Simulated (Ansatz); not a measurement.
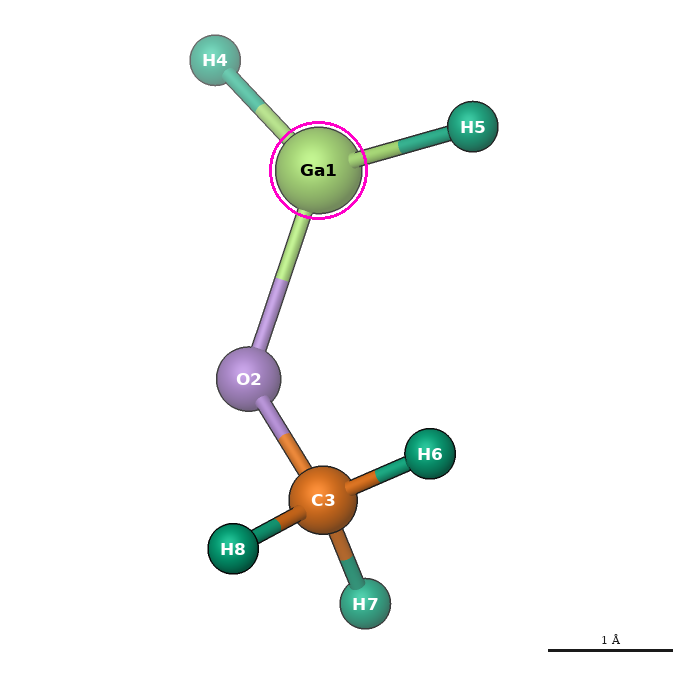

Orthographic view. Atoms fade into the background with distance from the viewer. Computed geometry: PBE0-D4/def2-TZVP optimisation.

> Which atoms are bonded to the circled atom?

The circled atom is Ga1; it is bonded to O2, H4, H5.

> What is the shortest path along bonds from the circled atom to H6?

Ga1–O2–C3–H6, 3 bonds; through space the two are 2.87 Å apart.

> Which atom is farthest from the viewer?

H4, 1.5 Å behind the mean position.
